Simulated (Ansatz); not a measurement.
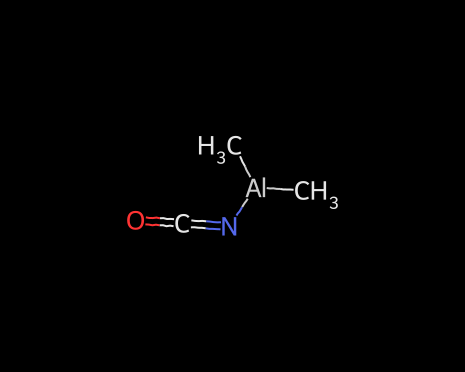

Skeletal drawing of a molecule.

Question: Give its SMILES.

Answer: [CH3][Al]([CH3])[N]=C=O

Question: Give the formula, hydrogens included.

Answer: C3H6AlNO.

The parts below concern this one geometry. Atoms keep their numbers from picture to picture. Computed geometry: PBE0-D4/def2-TZVP optimisation.

Shape

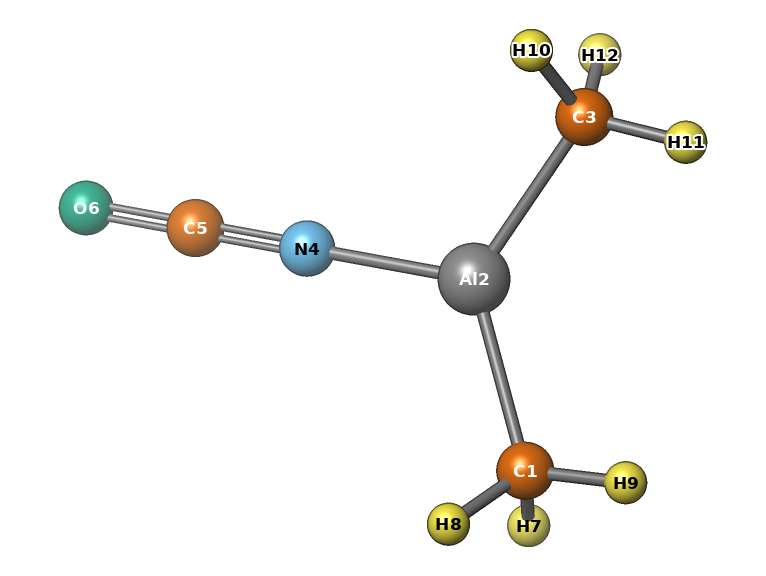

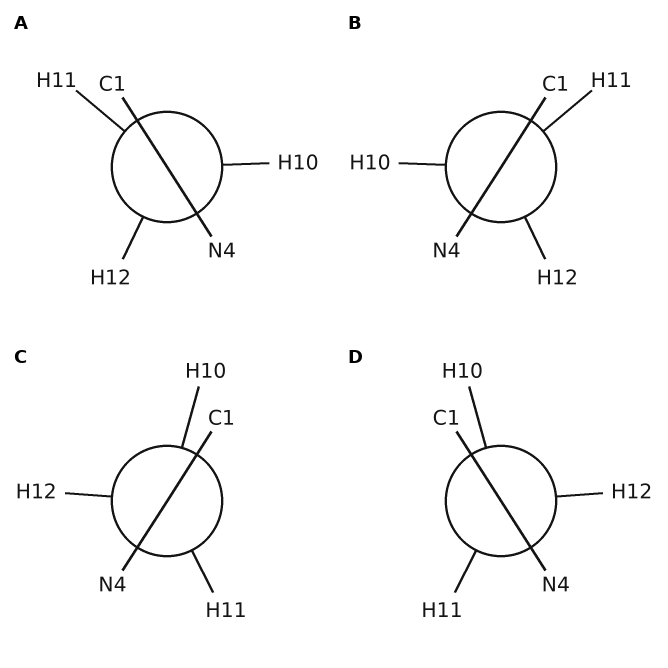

Atoms fade into the background with distance from the viewer. Bonds that would overlap in a projection are set slightly apart.

Question: Which Newman projection shows the view along Al2–C3, with Al2 in front?

Answer: B. The torsion angle N4–Al2–C3–H10 is 60°, synclinal (gauche).

Electronic properties

Properties computed with RKS BLYP-D4/def2-TZVPP (Ansatz 0.2.0).

Question: Estimate the HOMO energy (Kohn–Sham orbital).

Answer: −6.39 eV.

Question: Give the LUMO energy (Kohn–Sham orbital) at this level.

Answer: −1.49 eV.

Question: Give the dispersion correction at this level.

Answer: −45.5 kJ/mol.

Vibrations

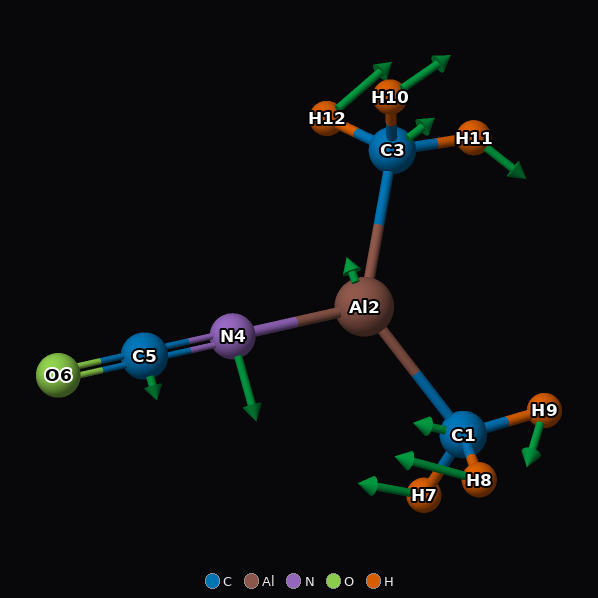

The arrows show one normal mode. Harmonic vibrations computed with RKS PBE0-D4/def2-TZVP (Ansatz 0.2.0) at a stationary point of the same level.

Question: Describe the motion.

Answer: Mostly C–Al–N bending.

Question: Estimate its harmonic wavenumber.

Answer: 209 cm⁻¹; it is mode 7 of 30 counted from the lowest.

Charges

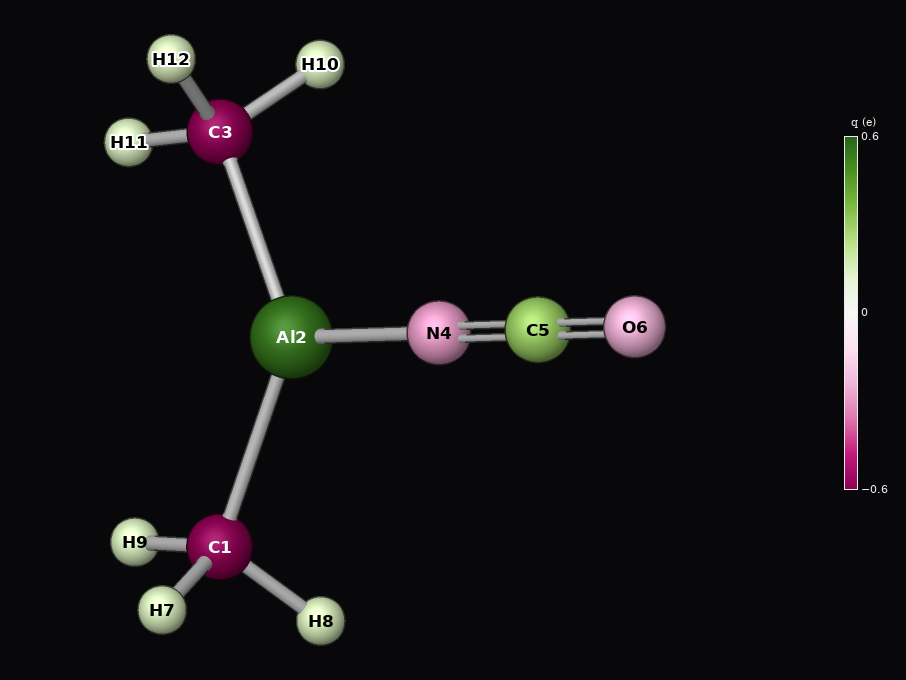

Atoms are coloured by their Mulliken charges. Method: RKS PBE0-D4/def2-TZVP (Ansatz 0.2.0).

List the Mulliken charges.

| atom | value (e) |
| --- | --- |
| C1 | −0.60 |
| Al2 | 0.55 |
| C3 | −0.60 |
| N4 | −0.29 |
| C5 | 0.30 |
| O6 | −0.25 |
| H7 | 0.15 |
| H8 | 0.15 |
| H9 | 0.14 |
| H10 | 0.15 |
| H11 | 0.14 |
| H12 | 0.15 |

Mulliken values depend strongly on the basis set and can even reverse the polarity of a bond.
